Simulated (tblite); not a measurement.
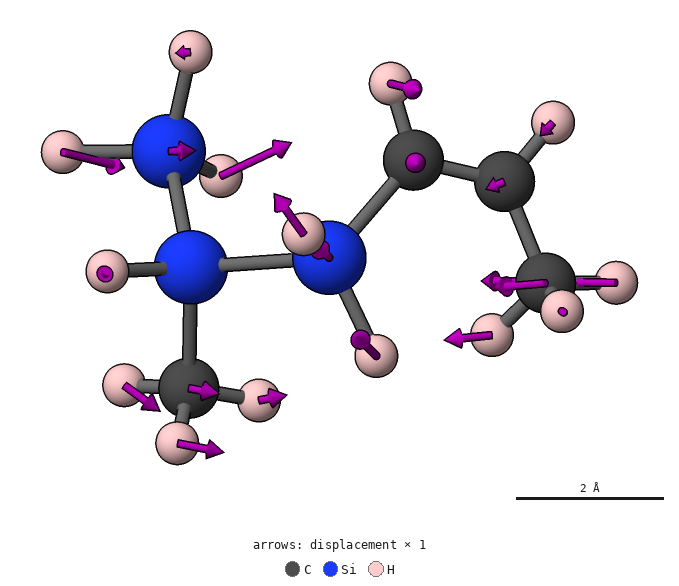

A relaxation of C$_{4}$H$_{14}$Si$_{3}$. The starting structure is drawn; purple arrows show the displacements, at their true length. The two geometries are superimposed by the best rigid fit.

The picture is a ball-and-stick view, seen at a tilt.

Theory: GFN2-xTB geometry optimisation, gas phase in tblite. 

### Atoms of which element are displaced furthest, and by how much?

Hydrogen: up to 2.22 Å, against 1.00 Å for carbon.

### What did the optimiser do to the structure, and how much energy did it gain?

The energy falls by 17.1 kcal/mol in 233 geometry steps. The atom that moves furthest after the best rigid fit is an H atom (2.22 Å). Largest moves by element: H 2.22 Å, C 1.00 Å, Si 0.67 Å. Among the contacts that change: Si–Si 2.197 → 2.333 Å, Si–Si 2.216 → 2.323 Å, C–Si 1.833 → 1.884 Å, C–H 1.120 → 1.087 Å. Bond angles that change, for instance: Si–C–H 104.4° → 111.8°, Si–Si–H 107.5° → 114.7°, C–C–Si 120.3° → 126.8°. Groups turn about C–Si by about 55°, C–C by about 50°.
